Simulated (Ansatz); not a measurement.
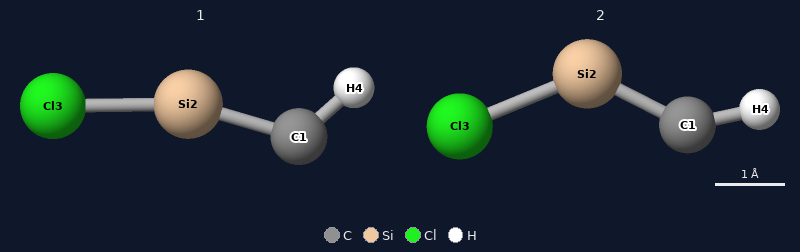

Two geometries of CHClSi, drawn at one scale. One is the start of a relaxation, the other its converged end. A ball-and-stick model, seen face on.

Method: RKS PBE0-D4/def2-TZVP (Ansatz). Settings: force threshold 0.005 eV/Å; at most 200 steps.

Which of the two is the end point?

Answer. Structure 2 is the relaxed one. After 7 geometry steps the energy has fallen by 8.67 kcal/mol. Largest force component: 2.6 eV/Å at the start, 0.0018 eV/Å at the end. The largest move after the best rigid fit is that of Si2, 0.45 Å. Largest moves by element: Si 0.45 Å, H 0.33 Å, Cl 0.31 Å, C 0.24 Å. Some distances before and after: C1–Si2 1.695 → 1.652 Å, Si2–Cl3 1.984 → 2.026 Å. Bond angles that change, for instance: C1–Si2–Cl3 162.9° → 130.6°, Si2–C1–H4 122.1° → 140.9°. The run took 11 s on 2 threads of Arm Neoverse V2, with other jobs on the host.
